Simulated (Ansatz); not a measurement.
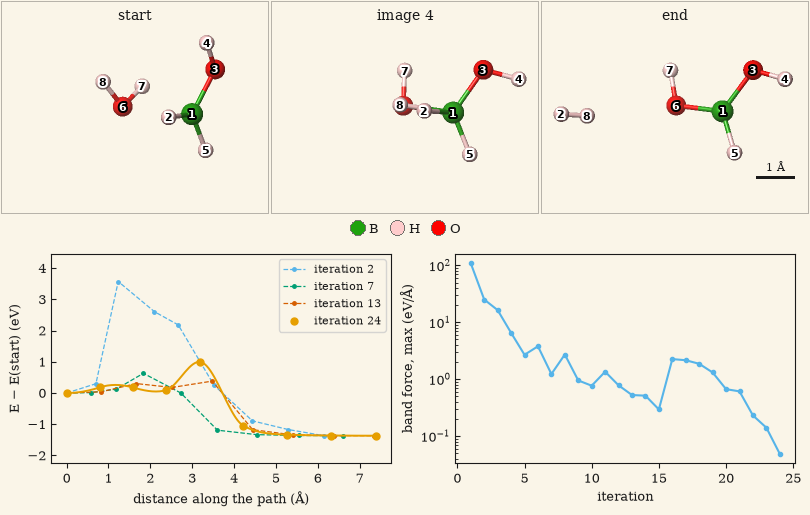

A search for the minimum-energy path of BH5O2, made up at the start of BH₃O and H2O by the nudged elastic band. Images are numbered from 0 (start) to 8 (end). The plot follows the band through its iterations. The picture is a ball-and-stick view, seen at a tilt.

These are results of RKS BLYP/6-31G* in Ansatz, not measurements. Settings: 7 movable images; climbing image; force threshold 0.05 eV/Å; iteration limit 60; spring constant 0.1 eV/Å²; starting path through a guess of the saddle point.

Question: How did the profile develop, and is the result final?

Answer: The run is converged, with reservations. The band converged in 24 iterations. The largest component of the band force went from 110 to 0.048 eV/Å. The climbing image converged on the top of the path. Its curvatures weren't checked. The spring constant is far from the usual few eV/Å², which spoils the spacing or the steps. The first iteration put the highest image at 17.43 eV. Forward barrier 1.00 eV, backward barrier 2.37 eV, with image 4 at the top; the reaction energy is −1.37 eV. The profile has 2 maxima (images 1, 4) with a dip at image 3 (+0.09 eV), so the process runs in steps.

Limits of the set-up: the start holds two separate molecules, 2.3 Å apart at their closest, whose relative position is a soft coordinate and is computed without a dispersion correction.

Cost: 3.5 min on 1 thread of Arm Neoverse V1, on a shared host, peak memory 0.098 GiB.
